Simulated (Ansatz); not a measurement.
Frequency calculation of AlH$_{5}$O

System: AlH$_{5}$O.
Method: RKS revPBE-D4/def2-SVP (Ansatz 0.2.0).

It belongs to a series of runs on one base structure; here: vibrations at the highest image of the band.

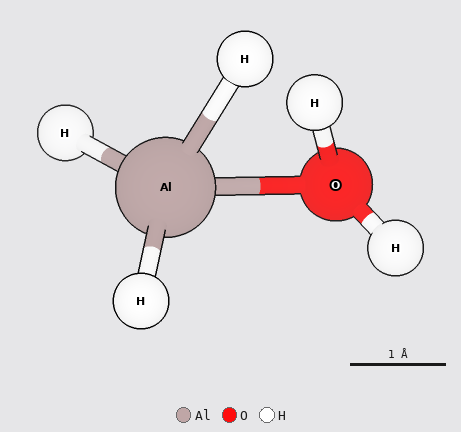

Fig. 1: The structure (ball-and-stick view, seen at a tilt). Sticks mark near contacts. Bond lengths as drawn: Al–H 1.59 to 1.80 Å, Al–O 1.91 Å and H–O 0.98 to 1.26 Å.

**Input file**
```yaml
crystal:
  periodic: [false, false, false]
  atoms:
    - { symbol: Al, position_ang: [0.013887, 0.225451, -0.004137] }
    - { symbol: O, position_ang: [0.015078, -0.028515, 1.893355] }
    - { symbol: H, position_ang: [-0.828991, -0.261815, 2.325851] }
    - { symbol: H, position_ang: [1.421436, -0.106837, -0.670225] }
    - { symbol: H, position_ang: [-1.419232, -0.036347, -0.662711] }
    - { symbol: H, position_ang: [0.043242, 1.872304, 0.730859] }
    - { symbol: H, position_ang: [-0.006919, 1.183059, 1.542908] }
basis:
  gaussian: { orbitals: def2-SVP }
hamiltonian:
  xc: revpbe
  dispersion: d4
phonons: {}
```

Run on 1 thread of Arm Neoverse V1, 24 GiB of memory available, shared host.

Launch command:
```bash
ansatz run input.yaml --threads 1 --pin off --max-ram 2048MiB --backend cpu --events-out ev --progress --plain --runs-dir out
```

**The program's output**
```
Engine: ansatz 0.2.0, aarch64-unknown-linux-gnu
Functional definition: revPBE
  parameter kappa = 1.245
  parameter beta = 0.06672455060314922
  exchange = pbe_x(kappa = kappa, mu = beta*pi^2/3)
  correlation = pbe_c(beta = beta)
626 factors; their error is unknown
mean field evaluation 1: about -8714.1794 eV, gradient 5.0e1 eV
mean field evaluation 2: about -8690.8847 eV, gradient 1.2e2 eV
mean field evaluation 4: about -8718.8487 eV, gradient 2.7e0 eV
mean field evaluation 8: about -8718.8490 eV, gradient 2.1e-2 eV
mean field -8718.84902396 eV, -320.4117917824 hartree, gradient 3.2e-5 eV, S^2 0.000000; 0 other end points of the search recorded, 0 dependent functions left out
the calculation of the forces begins
reference -8718.84906958 eV, -320.4117934588 hartree; 13, 13 occupied and 44, 44 virtual orbitals, 626 factors
these checks for a lower state are left out or cut short: stability, starts, cluster_reference, orbital_swaps, neighbouring_geometries, increment
626 factors; their error is unknown
mean field evaluation 16: about -8718.8489 eV, gradient 8.9e-2 eV
mean field -8718.84895449 eV, -320.4117892296 hartree, gradient 1.1e-6 eV, S^2 0.000000; 0 other end points of the search recorded, 0 dependent functions left out
[... from here on the field's lines of each further geometry are left out, up to the last ...]
the calculation of the forces begins
reference -8718.84906342 eV, -320.4117932324 hartree; 13, 13 occupied and 44, 44 virtual orbitals, 626 factors
these checks for a lower state are left out or cut short: stability, starts, cluster_reference, orbital_swaps, neighbouring_geometries, increment
626 factors; their error is unknown
mean field -8718.84899716 eV, -320.4117907977 hartree, gradient 2.7e-6 eV, S^2 0.000000; 0 other end points of the search recorded, 0 dependent functions left out
the calculation of the forces begins
reference -8718.84904279 eV, -320.4117924744 hartree; 13, 13 occupied and 44, 44 virtual orbitals, 626 factors
WARN: phonons: modes at or below zero, which the zero-point energy, F, S and C_V leave out: 1, the lowest at -1056.16 cm⁻¹. A minimum has none, and a first-order saddle one
Total energy: -8719.09979317 eV, -320.4210073810 hartree
Atom 0 at     0.013887     0.225451    -0.004137 Å, force     0.000877     0.010606    -0.005557 eV/Å
Atom 1 at     0.015078    -0.028515     1.893355 Å, force    -0.000169    -0.025957     0.006262 eV/Å
Atom 2 at    -0.828991    -0.261815     2.325851 Å, force     0.003914     0.001373     0.002382 eV/Å
Atom 3 at     1.421436    -0.106837    -0.670225 Å, force    -0.000169    -0.002354    -0.002178 eV/Å
Atom 4 at    -1.419232    -0.036347    -0.662711 Å, force    -0.000496    -0.003353    -0.001884 eV/Å
Atom 5 at     0.043242     1.872304     0.730859 Å, force     0.006809    -0.013348    -0.000558 eV/Å
Atom 6 at    -0.006919     1.183059     1.542908 Å, force    -0.010766     0.033033     0.001532 eV/Å
Dipole moment:    -0.279662    -0.054841     0.298273 e Å
Vibrations: -1056.16 423.40 434.48 563.90 586.34 724.72 743.47 782.20 998.98 1364.83 1675.99 1843.85 1886.02 1913.30 3712.88 cm⁻¹, zero-point energy 1.094431 eV
```

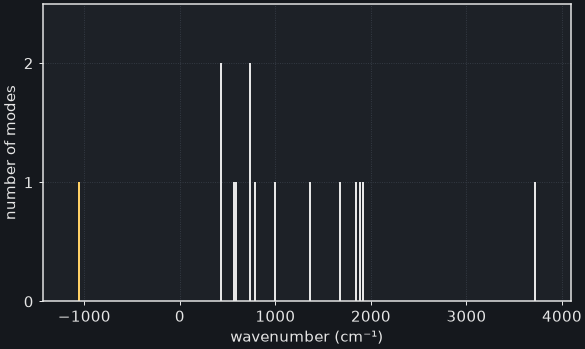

Fig. 2: Harmonic vibrational wavenumbers from the force constants; neighbouring modes closer than 22 cm⁻¹ are counted in one stick, and imaginary ones are drawn at negative wavenumbers. 15 modes from 1056i to 3713 cm⁻¹, 1 imaginary beyond 8i (1056i cm⁻¹): a first-order saddle point, if the geometry is stationary.

**Results in brief**

| quantity | value |
| --- | --- |
| outcome | converged |
| total energy | −8719.0998 eV |
| mean-field energy | −8718.8491 eV |
| largest force (length of the vector) | 0.035 eV/Å |
| wall time | 30 s |
| peak memory | 0.089 GiB |
